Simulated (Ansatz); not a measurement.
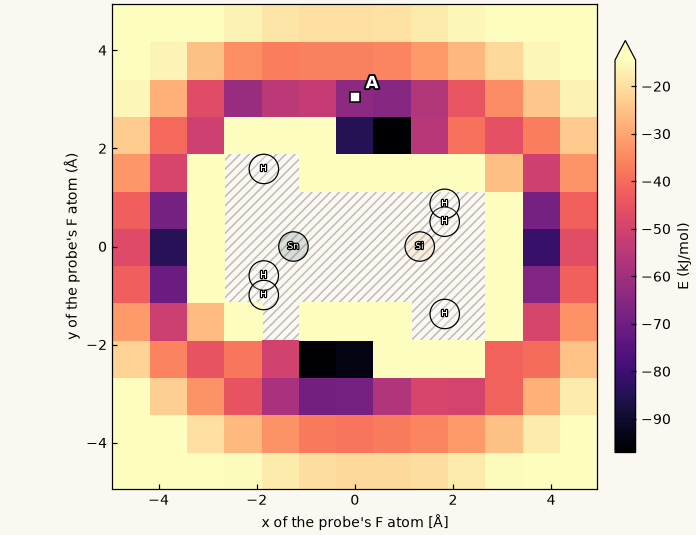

H₆SiSn (SMILES [SiH3][SnH3]) with the probe F-. The probe is moved over the molecule's main plane. First axis: x of the probe's F atom. Second axis: y of the probe's F atom. Nothing is relaxed (molecule and probe rigid). The scan uses a 13 × 13 grid. At 26 points there is no value (left out of the scan, as a rule where atoms come close). All energies are given in kJ/mol relative to molecule and probe far apart, each relaxed in its own basis (no counterpoise correction). Energies and slopes of some neighbouring points disagree (a jump in structure or state, or too coarse a mesh). These are results of RKS BHLYP-D4/def2-SVPD (Ansatz 0.2.0), not measurements.

In the figure: one coloured cell a grid point, labelled circles for the molecule's atoms, projected on the plane, one colour for all values above the top of the scale, hatched blanks where no value was computed, the point A.

### Is A at rest? If not, where is it pushed?

A, at x of the probe's F atom = 0.00 Å, y of the probe's F atom = 3.04 Å, is not a stationary point. The computed force is 0.43 eV/Å in the plane, pointing down in the picture (components 0.10 and −0.42 eV/Å).
